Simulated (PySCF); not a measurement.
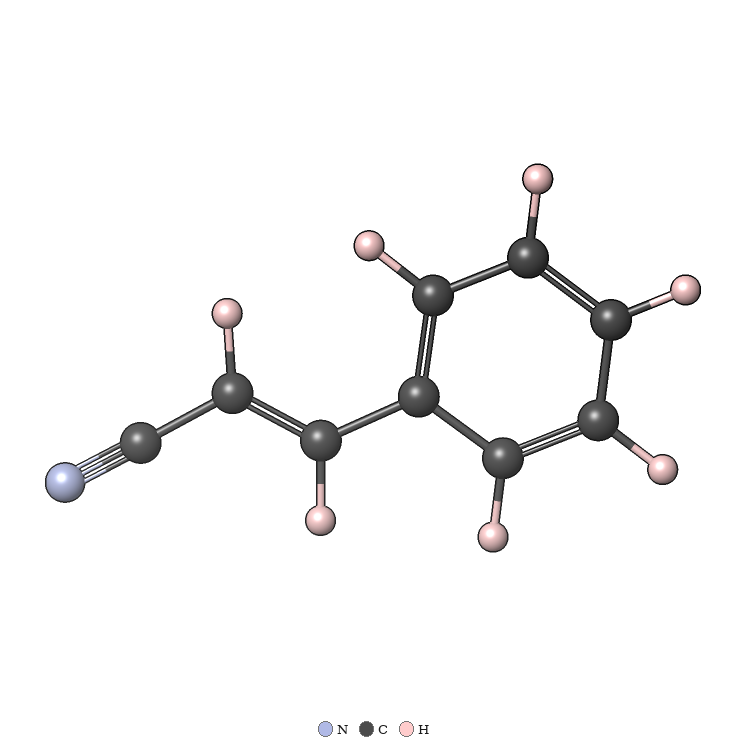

A ball-and-stick model of a molecule. Multiple sticks mark multiple bonds (one Kekulé form).

The geometry was computed by an optimisation with PBE0-D3(BJ)/def2-SVP. No frequency run is at hand to confirm it as a minimum.

Describe the molecule.

Formula C9H7N. Its SMILES string is `N#C/C=C/c1ccccc1`. Independent rings (smallest set): 1 of 6 members, 1 of them aromatic. Among its groups: nitrile, alkene. All atoms lie on one plane. Coordination: 1 C linear; 8 C trigonal planar.

More results for the same structure follow; atom numbers are the same in all pictures, views and colours differ.

NMR shielding

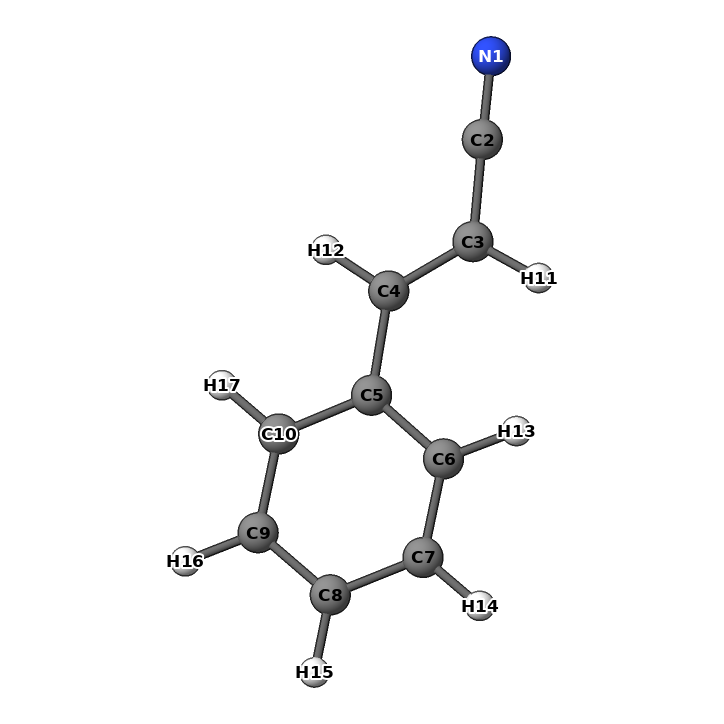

The questions are on isotropic NMR shieldings of the H atoms. No frequency run is at hand to confirm it as a minimum. Properties computed with GIAO PBE0/pcSseg-1 NMR shielding, non-relativistic, gas phase (PySCF 2.14.0).

Give the isotropic NMR shieldings of the H atoms atom by atom.

```
atom  σ (ppm)
 H11    25.32
 H12    24.09
 H13    23.39
 H14    23.72
 H15    23.73
 H16    23.72
 H17    23.97
```

Charges

The questions are on Mulliken charges. No frequency run is at hand to confirm it as a minimum. Method: PBE0/pcSseg-1, gas phase (PySCF 2.14.0).

List the Mulliken charges.

```tsv
atom	value (e)
N1	−0.25
C2	0.11
C3	−0.14
C4	−0.01
C5	−0.21
C6	−0.03
C7	−0.07
C8	−0.07
C9	−0.08
C10	−0.04
H11	0.16
H12	0.12
H13	0.10
H14	0.10
H15	0.10
H16	0.10
H17	0.09
```

Ring current

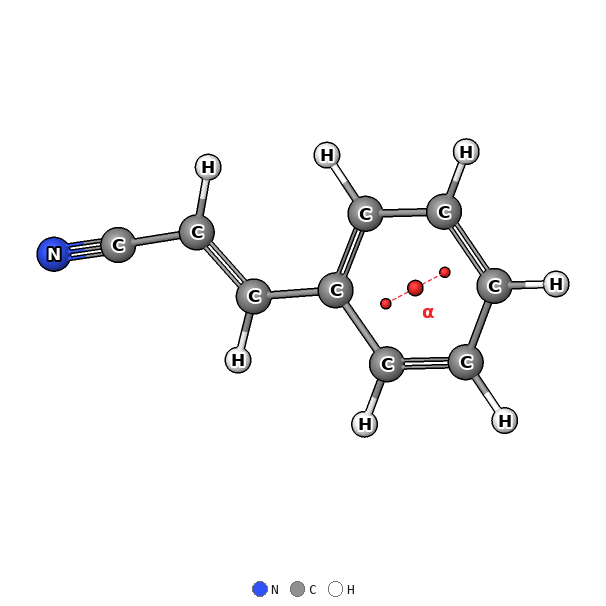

The small points mark where nucleus-independent chemical shifts (NICS) were computed: at the centre of each lettered ring and 1 Å above and below it. No frequency run is at hand to confirm it as a minimum. Level of theory: GIAO PBE0/pcSseg-1 NMR shielding, non-relativistic, IEF-PCM water (PySCF 2.14.0).

Give NICS(0), NICS(1) and the out-of-plane component NICS(1)zz for each ring (means of the two sides).

```
ring  members  NICS(0)  NICS(1)  NICS(1)zz
   α       C6     −7.4    −10.8      −26.6
```

Values in ppm.

What do the values say about the ring currents?

Answer. Ring α: diatropic, as in an aromatic ring. NICS is one index among several.

Mulliken values depend strongly on the basis set and can even reverse the polarity of a bond.
